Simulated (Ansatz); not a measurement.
## A computed series for GaAs: pressure series

Consider GaAs in the zinc blende structure (space group F-43m, No. 216; a = 5.667 Å).

Cell and atoms are relaxed at each pressure.

Computed with DFT with r2SCAN, PAW potentials and a 500 eV plane-wave cutoff in Ansatz (a quantum-chemistry and plane-wave program), no SOC.

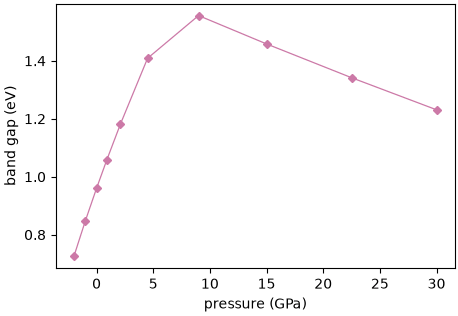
Fig. 1. Band gap against pressure

### Question
From the plot, what is the band gap for pressure 15 GPa?

### Answer
About 1.46 eV.

### Question
Is the trend monotonic over the range shown?

### Answer
No, it turns within the range, spanning 0.73 eV to 1.56 eV.

Load acts through the strain it causes; cell and atoms are relaxed under it. Stability against distortions was not tested. Measured, GaAs leaves this structure (for a Cmcm phase) near 15 GPa (room temperature; as listed in arXiv:1906.07825).
